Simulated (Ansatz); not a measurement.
C3H7N (azetidine): a line through the functionals

The species is C3H7N (11 atoms), meant as a singlet with charge 0. SMILES: `C1CNC1`. Geometry: relaxed at PBE0-D4/def2-TZVP.

The vertical energy of the triplet above the singlet y, in eV, basis cc-pVDZ; a is the functional's share of exact exchange. Programs: Ansatz 0.2.0.

```
functional  program     a  y (eV)
       PBE   Ansatz     0    5.98
    revPBE   Ansatz     0    6.02
     B3LYP   Ansatz   0.2    6.24
   r2SCAN0   Ansatz  0.25    6.26
      PBE0   Ansatz  0.25       ?
     BHLYP   Ansatz   0.5    6.47
```

Problem. Fit y = c + s·a to the known rows and predict PBE0.

Solution. 
1. Means of the 5 rows: a = 0.1900, y = 6.194.
2. Σ(Δa)² = 0.172, Σ(Δa·Δy) = 0.1637, so the slope is 0.1637/0.172 = 0.95174.
3. Intercept: 6.194 − (0.95174) × 0.1900 = 6.013. The largest residual of the fit is 0.037.
4. PBE0: 6.013 + (0.95174) × 0.25 = 6.25 eV.

The run gave 6.28 eV, so the prediction is off by -0.03 eV, within the scatter of the fit.

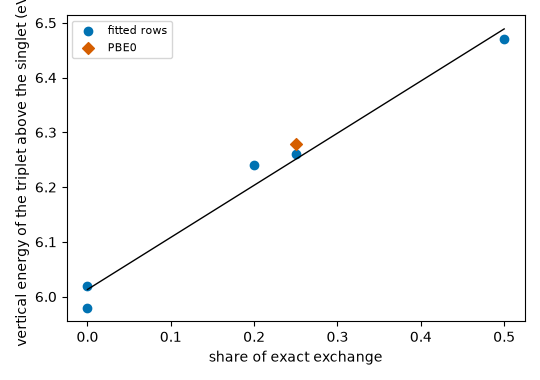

The fitted line, with the withheld row.
